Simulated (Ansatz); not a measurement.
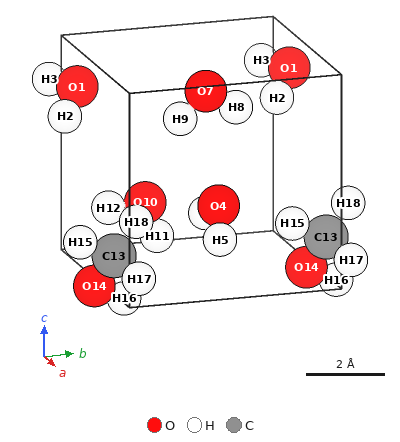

The structure as given in the input (spheres-only view of the cell of the calculation, seen slightly off an axis; atoms are numbered from 1 in the order of the input).

# Geometry relaxation of CH12O5 (part 1 of 3)

System: CH12O5 (disordered cell, 18 atoms in the cell).
Method: DFT PBE-D3(BJ), scalar-relativistic, plane waves, PAW, no spin polarisation (Ansatz 0.2.0).

It belongs to a series of runs on one base structure; here: start relaxed. Figures and captions count atoms from 1; the log counts them from 0 in places.

Log
```
Engine: ansatz 0.2.0, aarch64-unknown-linux-gnu
Pseudopotentials: kind: paw
Pseudopotential: O, paw, valence charge 6, recommended cutoff 420 eV (normal), O.paw.azcp
Pseudopotential: H, paw, valence charge 1, recommended cutoff 420 eV (normal), H.paw.azcp
Pseudopotential: C, paw, valence charge 4, recommended cutoff 420 eV (normal), C.paw.azcp
Functional definition: PBE
  parameter kappa = 0.804
  parameter beta = 0.06672455060314922
  exchange = pbe_x(kappa = kappa, mu = beta*pi^2/3)
  correlation = pbe_c(beta = beta)
Crystal: 18 atoms, lattice volume = 187.000 Å³
Basis set: ecut = 420 eV, 3743 PW (Γ), exchange–correlation on 80×80×80 points (8 copies of the dense FFT grid, shifted against one another)
Bands: 41, of which v1, the nominal top of the filled ones, is band 23 counted from 1 (22 counted from 0)
Symmetry: 1 space group operations
Space group: P1 (ITA 1), of the structure as read, at distance tolerance 5.7e-5 Å
k-points: 1
Non-local potential: O, projectors of the file, l = 0: 2, l = 1: 2, l = 2: 1
Non-local potential: H, projectors of the file, l = 0: 2, l = 1: 1
Non-local potential: C, projectors of the file, l = 0: 2, l = 1: 2, l = 2: 1
PAW form: soft (Blöchl's): semilocal exchange-correlation on the pseudo side does not see the compensation charge
PAW one-centre angular grid: O, 110 points (default); XC on 64 Gauss nodes
PAW one-centre angular grid: H, 110 points (default); XC on 64 Gauss nodes
PAW one-centre angular grid: C, 110 points (default); XC on 64 Gauss nodes
Initial density: superposition of atomic densities (neutral atoms: chi_scale 0, normalization atom), corrected by the library's trained network
Initial wavefunctions: pseudopotential atomic-orbital guess
Functional: x = pbe(κ = 0.804, μ = 0.2195149727645171), c = pbe(β = 0.06672455060314922)
SCF iter   1: F=—  HF=-3279.414649 eV  |F-HF|=—  |Δ(HF+E_count)|=         —  Δρ=6.22e-3  dr2=6.46e-2  ethr=1.77e-3  ⟨swp⟩=6.0  Hψ=200  notcnv=0  defer=6
preconditioner: auto → Resta (q_TF=auto, 2.160 Å⁻¹)  ε∞=2.1  [insulator: Δε(μ)=4.081 eV  Ē_g=17.271 eV  σ=0.020 eV  W_gap=1.00  n_scr=26 (ndim 8)  ℏωp=18.4 eV  f_vac=0.285  D(μ)=0.00/eV (n_scr^D=0)  ε∞_Penn≈2.1]
SCF iter   2: F=—  HF=-3279.394707 eV  |F-HF|=—  |Δ(HF+E_count)|=   1.99e-2  Δρ=2.87e-3  dr2=8.36e-3  ethr=1.40e-4  ⟨swp⟩=2.0  Hψ=69  notcnv=0  defer=12
SCF iter   3: F=—  HF=-3279.393581 eV  |F-HF|=—  |Δ(HF+E_count)|=   1.13e-3  Δρ=1.12e-3  dr2=2.35e-3  ethr=1.82e-5  ⟨swp⟩=2.0  Hψ=52  notcnv=0  defer=12
SCF iter   4: F=—  HF=-3279.392986 eV  |F-HF|=—  |Δ(HF+E_count)|=   5.95e-4  Δρ=2.71e-4  dr2=1.37e-4  ethr=5.11e-6  ⟨swp⟩=2.0  Hψ=50  notcnv=0  defer=12
SCF iter   5: F=—  HF=-3279.392956 eV  |F-HF|=—  |Δ(HF+E_count)|=   2.97e-5  Δρ=1.60e-4  dr2=3.83e-5  ethr=2.97e-7  ⟨swp⟩=2.0  Hψ=58  notcnv=0  defer=12
SCF iter   6: F=-3279.392933 eV  HF=-3279.392935 eV  |F-HF|=1.88e-6  |Δ(HF+E_count)|=   2.11e-5  Δρ=2.77e-5  dr2=1.31e-6  ethr=8.33e-8  ⟨swp⟩=11.0  Hψ=288  notcnv=0
SCF 1 converged in 6 iterations: F = -3279.392933 eV  dr2 = 1.31e-6
  greatest PAW one-centre occupation: 0.869 electrons in one spin orbital (limit 2), on the O atom at site 0 (counted from 0), in its partial waves of l = 0
relax step   1: F+E_penalty+E_count = -3279.39293325 eV  Δ(F+E_penalty+E_count) = +0.000e0 eV  max|allowed force component| = 8.585e-1 eV/Å  Δτ_max = 0.0000 Å  (6 SCF iters, dr2 threshold 1.00e-4 eV, accepted)
Initial density: handed on by an earlier stage of this run
Initial wavefunctions: those handed on with the density
iter 1 solved again at ethr=5.59e-4 eV; its pass at ethr=3.10e-3 eV (dr2=2.57e-1 eV) is discarded
SCF iter   1: F=—  HF=-3279.806057 eV  |F-HF|=—  |Δ(HF+E_count)|=         —  Δρ=2.14e-2  dr2=2.64e-1  ethr=5.59e-4  ⟨swp⟩=1.0  Hψ=181  notcnv=0  defer=12
preconditioner: auto → Resta (q_TF=auto, 2.160 Å⁻¹)  ε∞=2.2  [insulator: Δε(μ)=4.099 eV  Ē_g=17.109 eV  σ=0.020 eV  W_gap=1.00  n_scr=26 (ndim 8)  ℏωp=18.4 eV  f_vac=0.287  D(μ)=0.00/eV (n_scr^D=0)  ε∞_Penn≈2.2]
SCF iter   2: F=—  HF=-3279.781894 eV  |F-HF|=—  |Δ(HF+E_count)|=   2.42e-2  Δρ=1.03e-2  dr2=5.62e-2  ethr=5.59e-4  ⟨swp⟩=2.0  Hψ=43  notcnv=0  defer=12
SCF iter   3: F=—  HF=-3279.786391 eV  |F-HF|=—  |Δ(HF+E_count)|=   4.50e-3  Δρ=2.71e-3  dr2=8.89e-3  ethr=1.22e-4  ⟨swp⟩=2.0  Hψ=52  notcnv=0  defer=12
SCF iter   4: F=—  HF=-3279.784571 eV  |F-HF|=—  |Δ(HF+E_count)|=   1.82e-3  Δρ=5.38e-4  dr2=4.34e-4  ethr=1.93e-5  ⟨swp⟩=2.0  Hψ=55  notcnv=0  defer=12
SCF iter   5: F=—  HF=-3279.784736 eV  |F-HF|=—  |Δ(HF+E_count)|=   1.64e-4  Δρ=1.73e-4  dr2=4.57e-5  ethr=9.43e-7  ⟨swp⟩=2.0  Hψ=57  notcnv=0  defer=12
SCF iter   6: F=—  HF=-3279.784681 eV  |F-HF|=—  |Δ(HF+E_count)|=   5.42e-5  Δρ=9.88e-5  dr2=1.35e-5  ethr=9.94e-8  ⟨swp⟩=2.0  Hψ=52  notcnv=0  defer=12
SCF iter   7: F=—  HF=-3279.784680 eV  |F-HF|=—  |Δ(HF+E_count)|=   1.41e-6  Δρ=2.19e-5  dr2=7.76e-7  ethr=2.94e-8  ⟨swp⟩=2.0  Hψ=52  notcnv=0  defer=12
SCF iter   8: F=-3279.784680 eV  HF=-3279.784680 eV  |F-HF|=1.17e-9  |Δ(HF+E_count)|=   1.86e-7  Δρ=5.22e-6  dr2=4.96e-8  ethr=2.17e-10  ⟨swp⟩=10.0  Hψ=210  notcnv=0
SCF 2 converged in 8 iterations: F = -3279.784680 eV  dr2 = 4.96e-8
  greatest PAW one-centre occupation: 0.868 electrons in one spin orbital (limit 2), on the O atom at site 0 (counted from 0), in its partial waves of l = 0
relax step   2: F+E_penalty+E_count = -3279.78468013 eV  Δ(F+E_penalty+E_count) = -3.917e-1 eV  max|allowed force component| = 1.617e0 eV/Å  Δτ_max = 0.1949 Å  (8 SCF iters, accepted)
iter 1 solved again at ethr=5.78e-4 eV; its pass at ethr=3.10e-3 eV (dr2=2.66e-1 eV) is discarded
SCF iter   1: F=—  HF=-3280.083184 eV  |F-HF|=—  |Δ(HF+E_count)|=         —  Δρ=2.27e-2  dr2=2.75e-1  ethr=5.78e-4  ⟨swp⟩=1.0  Hψ=183  notcnv=0  defer=14
preconditioner: auto → Resta (q_TF=auto, 2.160 Å⁻¹)  ε∞=2.2  [insulator: Δε(μ)=4.361 eV  Ē_g=17.145 eV  σ=0.020 eV  W_gap=1.00  n_scr=26 (ndim 8)  ℏωp=18.4 eV  f_vac=0.288  D(μ)=0.00/eV (n_scr^D=0)  ε∞_Penn≈2.2]
SCF iter   2: F=—  HF=-3280.060407 eV  |F-HF|=—  |Δ(HF+E_count)|=   2.28e-2  Δρ=1.08e-2  dr2=5.92e-2  ethr=5.78e-4  ⟨swp⟩=2.0  Hψ=41  notcnv=0  defer=14
SCF iter   3: F=—  HF=-3280.065926 eV  |F-HF|=—  |Δ(HF+E_count)|=   5.52e-3  Δρ=1.73e-3  dr2=3.67e-3  ethr=1.29e-4  ⟨swp⟩=2.0  Hψ=59  notcnv=0  defer=14
SCF iter   4: F=—  HF=-3280.065740 eV  |F-HF|=—  |Δ(HF+E_count)|=   1.86e-4  Δρ=6.62e-4  dr2=6.45e-4  ethr=7.98e-6  ⟨swp⟩=2.0  Hψ=52  notcnv=0  defer=14
SCF iter   5: F=—  HF=-3280.065739 eV  |F-HF|=—  |Δ(HF+E_count)|=   1.32e-6  Δρ=1.60e-4  dr2=4.98e-5  ethr=2.17e-7  ⟨swp⟩=10.0  Hψ=282  notcnv=0
SCF iter   6: F=-3280.065755 eV  HF=-3280.065757 eV  |F-HF|=1.93e-6  |Δ(HF+E_count)|=   1.79e-5  Δρ=5.37e-5  dr2=5.17e-6  ethr=1.08e-7  ⟨swp⟩=11.0  Hψ=287  notcnv=0
[...]
relax step   3: F+E_penalty+E_count = -3280.06575474 eV  Δ(F+E_penalty+E_count) = -2.811e-1 eV  max|allowed force component| = 1.929e0 eV/Å  Δτ_max = 0.1950 Å  (6 SCF iters, dr2 threshold 1.00e-4 eV, accepted)
preconditioner: auto → Resta (q_TF=auto, 2.160 Å⁻¹)  ε∞=2.1  [insulator: Δε(μ)=4.533 eV  Ē_g=17.222 eV  σ=0.020 eV  W_gap=1.00  n_scr=26 (ndim 8)  ℏωp=18.4 eV  f_vac=0.285  D(μ)=0.00/eV (n_scr^D=0)  ε∞_Penn≈2.1]
relax step   4: F+E_penalty+E_count = -3280.33543234 eV  Δ(F+E_penalty+E_count) = -2.697e-1 eV  max|allowed force component| = 9.801e-1 eV/Å  Δτ_max = 0.1991 Å  (7 SCF iters, dr2 threshold 1.00e-4 eV, accepted)
preconditioner: auto → Resta (q_TF=auto, 2.160 Å⁻¹)  ε∞=2.1  [insulator: Δε(μ)=4.627 eV  Ē_g=17.249 eV  σ=0.020 eV  W_gap=1.00  n_scr=26 (ndim 8)  ℏωp=18.4 eV  f_vac=0.278  D(μ)=0.00/eV (n_scr^D=0)  ε∞_Penn≈2.1]
relax step   5: F+E_penalty+E_count = -3280.50339583 eV  Δ(F+E_penalty+E_count) = -1.680e-1 eV  max|allowed force component| = 8.878e-1 eV/Å  Δτ_max = 0.1950 Å  (6 SCF iters, dr2 threshold 1.00e-4 eV, accepted)
preconditioner: auto → Resta (q_TF=auto, 2.160 Å⁻¹)  ε∞=2.1  [insulator: Δε(μ)=4.668 eV  Ē_g=17.259 eV  σ=0.020 eV  W_gap=1.00  n_scr=26 (ndim 8)  ℏωp=18.4 eV  f_vac=0.270  D(μ)=0.00/eV (n_scr^D=0)  ε∞_Penn≈2.1]
  greatest PAW one-centre occupation: 0.867 electrons in one spin orbital (limit 2), on the O atom at site 0 (counted from 0), in its partial waves of l = 0
relax step   6: F+E_penalty+E_count = -3280.61097410 eV  Δ(F+E_penalty+E_count) = -1.076e-1 eV  max|allowed force component| = 7.259e-1 eV/Å  Δτ_max = 0.1913 Å  (6 SCF iters, dr2 threshold 1.00e-4 eV, accepted)
preconditioner: auto → Resta (q_TF=auto, 2.160 Å⁻¹)  ε∞=2.1  [insulator: Δε(μ)=4.732 eV  Ē_g=17.317 eV  σ=0.020 eV  W_gap=1.00  n_scr=26 (ndim 8)  ℏωp=18.4 eV  f_vac=0.270  D(μ)=0.00/eV (n_scr^D=0)  ε∞_Penn≈2.1]
relax step   7: F+E_penalty+E_count = -3280.69474832 eV  Δ(F+E_penalty+E_count) = -8.377e-2 eV  max|allowed force component| = 3.810e-1 eV/Å  Δτ_max = 0.2000 Å  (6 SCF iters, dr2 threshold 1.00e-4 eV, accepted)
preconditioner: auto → Resta (q_TF=auto, 2.160 Å⁻¹)  ε∞=2.1  [insulator: Δε(μ)=4.758 eV  Ē_g=17.275 eV  σ=0.020 eV  W_gap=1.00  n_scr=26 (ndim 8)  ℏωp=18.4 eV  f_vac=0.263  D(μ)=0.00/eV (n_scr^D=0)  ε∞_Penn≈2.1]
relax step   8: F+E_penalty+E_count = -3280.73623995 eV  Δ(F+E_penalty+E_count) = -4.149e-2 eV  max|allowed force component| = 7.772e-1 eV/Å  Δτ_max = 0.1936 Å  (8 SCF iters, accepted)
preconditioner: auto → Resta (q_TF=auto, 2.160 Å⁻¹)  ε∞=2.1  [insulator: Δε(μ)=4.762 eV  Ē_g=17.284 eV  σ=0.020 eV  W_gap=1.00  n_scr=26 (ndim 8)  ℏωp=18.4 eV  f_vac=0.263  D(μ)=0.00/eV (n_scr^D=0)  ε∞_Penn≈2.1]
relax step   9: F+E_penalty+E_count = -3280.76000421 eV  Δ(F+E_penalty+E_count) = -2.376e-2 eV  max|allowed force component| = 1.030e0 eV/Å  Δτ_max = 0.1977 Å  (6 SCF iters, dr2 threshold 1.00e-4 eV, accepted)
preconditioner: auto → Resta (q_TF=auto, 2.160 Å⁻¹)  ε∞=2.1  [insulator: Δε(μ)=4.763 eV  Ē_g=17.294 eV  σ=0.020 eV  W_gap=1.00  n_scr=26 (ndim 8)  ℏωp=18.4 eV  f_vac=0.265  D(μ)=0.00/eV (n_scr^D=0)  ε∞_Penn≈2.1]
relax step  10: F+E_penalty+E_count = -3280.82105466 eV  Δ(F+E_penalty+E_count) = -6.105e-2 eV  max|allowed force component| = 7.046e-1 eV/Å  Δτ_max = 0.2000 Å  (6 SCF iters, dr2 threshold 1.00e-4 eV, accepted)
preconditioner: auto → Resta (q_TF=auto, 2.160 Å⁻¹)  ε∞=2.1  [insulator: Δε(μ)=4.740 eV  Ē_g=17.253 eV  σ=0.020 eV  W_gap=1.00  n_scr=26 (ndim 8)  ℏωp=18.4 eV  f_vac=0.263  D(μ)=0.00/eV (n_scr^D=0)  ε∞_Penn≈2.1]
relax step  11: F+E_penalty+E_count = -3280.84102206 eV  Δ(F+E_penalty+E_count) = -1.997e-2 eV  max|allowed force component| = 1.151e0 eV/Å  Δτ_max = 0.1950 Å  (6 SCF iters, dr2 threshold 1.00e-4 eV, accepted)
preconditioner: auto → Resta (q_TF=auto, 2.160 Å⁻¹)  ε∞=2.1  [insulator: Δε(μ)=4.742 eV  Ē_g=17.340 eV  σ=0.020 eV  W_gap=1.00  n_scr=26 (ndim 8)  ℏωp=18.4 eV  f_vac=0.264  D(μ)=0.00/eV (n_scr^D=0)  ε∞_Penn≈2.1]
relax step  12: F+E_penalty+E_count = -3280.93024394 eV  Δ(F+E_penalty+E_count) = -8.922e-2 eV  max|allowed force component| = 3.305e-1 eV/Å  Δτ_max = 0.2000 Å  (6 SCF iters, dr2 threshold 1.00e-4 eV, accepted)
preconditioner: auto → Resta (q_TF=auto, 2.160 Å⁻¹)  ε∞=2.1  [insulator: Δε(μ)=4.700 eV  Ē_g=17.329 eV  σ=0.020 eV  W_gap=1.00  n_scr=26 (ndim 8)  ℏωp=18.4 eV  f_vac=0.255  D(μ)=0.00/eV (n_scr^D=0)  ε∞_Penn≈2.1]
  greatest PAW one-centre occupation: 0.866 electrons in one spin orbital (limit 2), on the O atom at site 0 (counted from 0), in its partial waves of l = 0
relax step  13: F+E_penalty+E_count = -3280.95834446 eV  Δ(F+E_penalty+E_count) = -2.810e-2 eV  max|allowed force component| = 2.256e-1 eV/Å  Δτ_max = 0.1950 Å  (8 SCF iters, accepted)
```

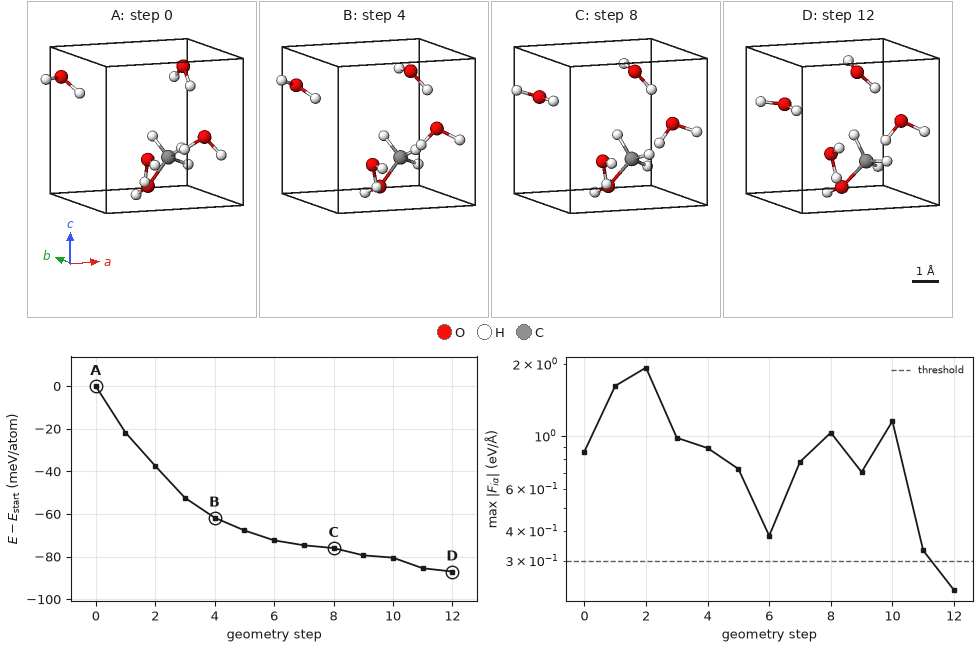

Frames of the relaxation (ball-and-stick view of the cell of the calculation, seen slightly off an axis) above the curves, on which the letters mark them (the first geometry is step 0 here and step 1 in the log).

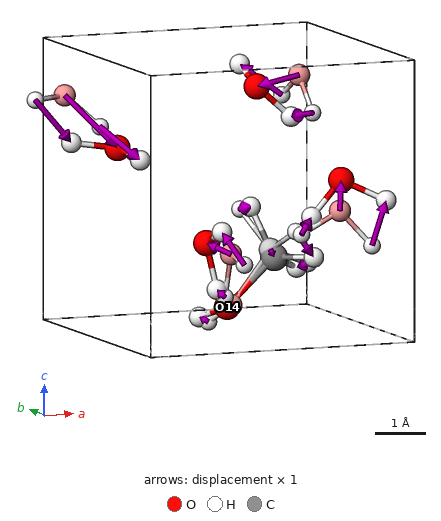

Start (faint) and end (solid) with the displacements as pink arrows, at true length (ball-and-stick view of the cell of the calculation, seen slightly off an axis). After 12 geometry steps the energy has fallen by 87.0 meV per atom. Largest force component: 0.86 eV/Å at the start, 0.23 eV/Å at the end. O1 moves most: 1.50 Å. Largest moves by element: O 1.50 Å, H 1.28 Å, C 0.17 Å. The cell doesn't change. Distances before and after: O10–H12 0.969 → 0.990 Å, C13–H18 1.097 → 1.117 Å, O4–H6 0.969 → 0.978 Å, C13–H17 1.097 → 1.106 Å. Among the angles that change: H11–O10–H12 104.0° → 108.0°. (Atoms are counted from 1 in the order of the input.)

```
NSCF: frozen V_eff on 1 k-points
the band table was solved once a step of the walk had ended and its energy, with any forces and stress, was formed, with the checks that follow a solve (265 applications of the Hamiltonian). They found nothing against the state; the energy, forces and stress were not computed again (output.eigenvalues in the input reference)
WARN: The input density's exchange-correlation potential varies sharply where the density is thin. Do not read a vacuum level from v_tot or v_xc, or from such a field of the output density. On a cell that repeats whose density bears no net charge and no dipole along the vacuum's axis use v_es (v_loc + v_h of the components); under efield.dipole_correction with no amplitude use v_es + v_field, which holds any external_charges[].barrier, or the levels of the report's work_function block, which leave it out; under a non-zero efield.amplitude the vacuum is tilted and has no level; on a cell that repeats and bears such a dipole with no correction it is tilted too, and efield.dipole_correction with no amplitude gives each side of its ramp a level where efield: is served; in a cell that repeats whose density bears a net charge (total_charge, or a fill off its count) it is curved and has none; of a slab under crystal.periodic whose density bears no net charge use v_es, which has a level on each side, short of where the two are joined; of another it falls or rises all the way out and has none; of a slab beside external_charges read slab_vacuum_level instead, which it has where they leave it neutral. The grid or the basis barely resolves most such structure, and the values can differ between equally converged runs; as a rule a tighter scf.convergence.dr2_threshold does not remove it. Where the density itself ripples (under the LDA too) a higher basis.ecutwfc lessens it. The files hold the spikes' plane waves up to the density's cutoff. Files: v_tot and the like, and their columns of v_z.tsv (output.write_potential); v_xc and the like, and their columns of v_comp_z.tsv (output.write_potential_components); where files of the output density stand in their place, no point of their own thin density is over the threshold below, and this is of outcome.potential() and, of a run that writes arrays (npy), the arrays of these names. Measured: with its Gaussian average of σ = 0.25 Å subtracted twice, the exchange-correlation potential is over 0.1 eV at 20 of the grid points where the equally averaged density (valence and model cores) is under 1e-3 e/Å³, and 2.74 eV at the most among them, at an averaged density of 8.8e-4 e/Å³. See output.write_potential in the manual, Limitations
Free energy (F): -3280.958344 eV
Harris-Foulkes:  -3280.958344 eV  (|F-HF|=2.52e-8)
Internal energy: -3280.958344 eV  (E = F + TS)
E sigma→0 (E₀):  -3280.958344 eV
Fermi energy:    -0.326606 eV
[...]
--- Per-component energies (eV) ---
  E_band       = -440.418893
  E_kinetic    = 1130.563447
  E_local      = -3458.503758  (includes V_loc(G=0)·N_el)
  E_nonlocal   = 288.566042
  E_hartree    = 1229.182736
  E_xc         = -519.913315
  E_vxc        = -662.538208  (∫ρ·V_xc dr)
  E_paw        = -899.167525  (= ΣΔE_a)
  E_vpaw       = -196.866302  (= ΣTr[D̂ρ^β])
  E_aug_tail   = -0.002555  (compensation charges beyond the density's cutoff)
  E_ewald      = -1051.081714
  E_disp       = -0.601702  (pairwise vdW)
  E_smearing   = -0.000000  (= −TS)
  E_closure    = 0.000000  (closes the sum)
  Σ components = -3280.958344   (vs F -3280.958344, Δ=0.00e0)
--- Forces (eV/Å), atoms counted from 1 ---
  atom   1  O     -0.00325619    -0.08307030     0.01329735
  atom   2  H      0.04758264     0.08265215    -0.00120577
  atom   3  H     -0.04068540    -0.05421238     0.02065125
  atom   4  O     -0.20869561     0.00766153    -0.20880348
  atom   5  H      0.00171125     0.00053868     0.04608245
  atom   6  H      0.15098087     0.00132860     0.22557676
  atom   7  O      0.01013479     0.18843759     0.10210345
  atom   8  H      0.01215313    -0.16136627    -0.11836273
  atom   9  H     -0.06910978    -0.01164011    -0.00514759
  atom  10  O     -0.00342193    -0.06351913    -0.10396623
  atom  11  H     -0.02845333    -0.06001239     0.09144364
  atom  12  H      0.07152851     0.11305449    -0.07120900
  atom  13  C      0.08106293    -0.02145741     0.13186511
  atom  14  O      0.04081292    -0.00121931    -0.03544734
  atom  15  H     -0.02008063     0.16979339    -0.01361192
  atom  16  H     -0.03717522     0.02993933     0.00831253
  atom  17  H     -0.12509384    -0.08812925     0.06015077
  atom  18  H      0.11984999    -0.04880856    -0.14182899
  max |Σ_I F_I| component: 1.55e-4 eV/Å
--- Band table (eV) ---
  k-point 0: bands = ["-21.7488", "-21.6200", "-21.3050", "-20.9679", "-20.7325", "-12.9104", "-9.4694", "-9.2743", "-9.0526", "-8.8996", "-8.3029", "-6.7693", "-6.6421", "-6.0407", "-5.9874", "-5.4001", "-4.8959", "-4.1232", "-3.6721", "-3.4051", "-3.2597", "-3.0746", "-2.6558", "2.0026", "4.7785", "5.5732", "5.8562", "6.2476", "6.6688", "6.8216", "7.5395", "7.7791", "8.3658", "8.5914", "8.8689", "9.2849", "9.7142", "9.8505", "9.9326", "10.2988", "10.7666"]
```
